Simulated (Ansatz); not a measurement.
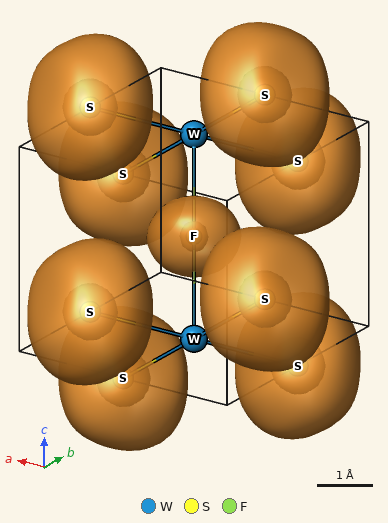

WS$_{2}$F. Isosurface of the electron localisation function at 0.65 (orange), seen at an oblique angle. Core shells and regions of very low density are left out. Sticks mark near contacts.

Space group P4/mmm; a generated structure, not necessarily the stable one; computed without spin polarisation.

Level of theory: DFT PBE, scalar-relativistic, plane waves, PAW (Ansatz).

```yaml
crystal:
  lattice:
    - [4.63511, 0.00000, 0.00000]
    - [0.00000, 4.63511, 0.00000]
    - [0.00000, 0.00000, 4.08018]
  atoms:
    - { symbol: W, position: [0.50000, 0.50000, 0.00000] }
    - { symbol: S, position: [0.50000, 0.00000, 0.00000] }
    - { symbol: S, position: [0.00000, 0.50000, 0.00000] }
    - { symbol: F, position: [0.50000, 0.50000, 0.50000] }
```

Question: What do the ELF domains correspond to?

Answer: The surface consists of one region wrapped around F (its valence shell) and two regions wrapped around S (the valence shell of each), counted in one cell of 4 atoms. Any copies at cell faces, edges or corners count once. Profiles from the grid: W–F (2.04 Å): the ELF peaks at about 0.80 in the valence shell of F, 0.6 Å from its nucleus, and drops to about 0.10 between the two atoms; no localised pair shows between them. W–S (2.32 Å): the ELF peaks at about 0.80 in the valence shell of S, 0.8 Å from its nucleus, and is about 0.35 at the midpoint.
